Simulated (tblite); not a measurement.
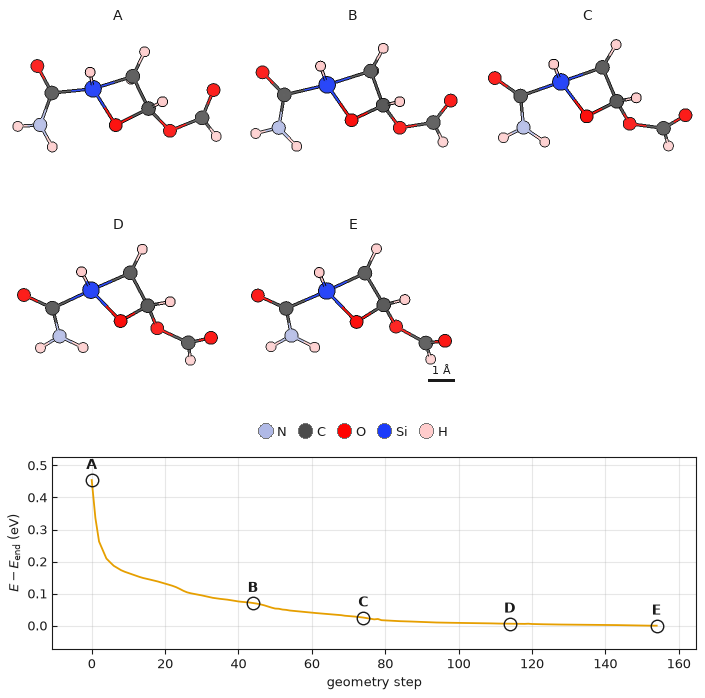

Frames of a relaxation of C4H7NO4Si, marked on the history of the run. A ball-and-stick model, seen from a free direction.

All numbers below come from tblite 0.8.0, GFN2-xTB geometry optimisation, gas phase. 

Q: Describe the path.

A: The largest move after the best rigid fit is that of an O atom, 1.73 Å. Largest moves by element: O 1.73 Å, H 1.24 Å, C 0.76 Å, N 0.68 Å, Si 0.29 Å. Some distances before and after: C–Si 1.860 → 1.914 Å, C–O 1.457 → 1.410 Å, C–C 1.563 → 1.525 Å, C–O 1.363 → 1.329 Å. Bond angles that change, for instance: O–C–Si 116.8° → 121.6°, C–C–O 96.8° → 101.1°, C–Si–C 116.8° → 120.9°. Groups turn about C–O by about 70°, C–Si by about 40°. Over 154 geometry steps the energy falls by 0.454 eV. The run took 3.8 s on 1 thread of Intel(R) Xeon(R) Processor @ 2.50GHz, with other jobs on the host. From step 0 to 44: an O atom moves most (0.49 Å), energy −0.384 eV. From step 44 to 74: an O atom moves most (0.60 Å), energy −0.045 eV. From step 74 to 114: an O atom moves most (0.58 Å), energy −0.019 eV. From step 114 to 154: an O atom moves most (0.27 Å), energy −0.006 eV.

```tsv
step	E − E(0), eV
0	0.0000
1	-0.1182
2	-0.1918
3	-0.2184
4	-0.2448
5	-0.2564
6	-0.2675
7	-0.2744
8	-0.2812
9	-0.2861
10	-0.2901
18	-0.3164
25	-0.3456
33	-0.3674
40	-0.3788
48	-0.3943
55	-0.4081
63	-0.4168
71	-0.4253
78	-0.4334
86	-0.4409
93	-0.4441
101	-0.4458
109	-0.4472
116	-0.4483
124	-0.4502
131	-0.4510
139	-0.4518
146	-0.4533
154	-0.4543
```
